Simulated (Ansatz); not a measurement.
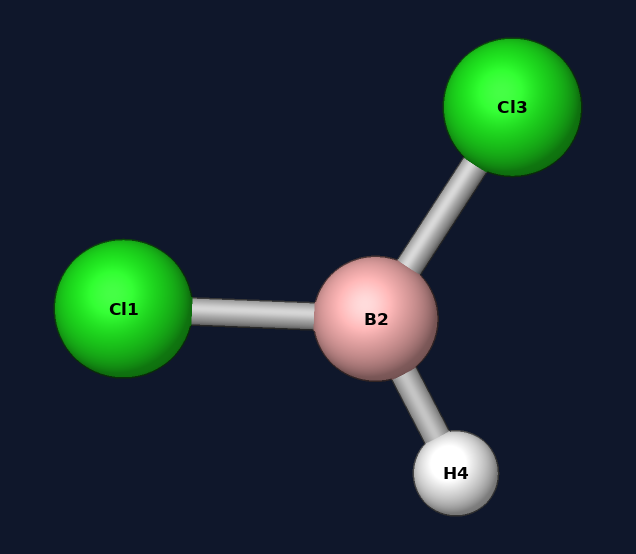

The questions are on Mulliken charges. The geometry was computed by an optimisation with PBE-D4/def2-SVP. No frequency run is at hand to confirm it as a minimum. Properties computed with RKS PBE-D4/def2-SVP (Ansatz 0.2.0).

Give the Mulliken charges atom by atom.

| atom | value (e) |
| --- | --- |
| Cl1 | −0.01 |
| B2 | 0.00 |
| Cl3 | −0.01 |
| H4 | 0.01 |

Mulliken values depend strongly on the basis set and can even reverse the polarity of a bond.
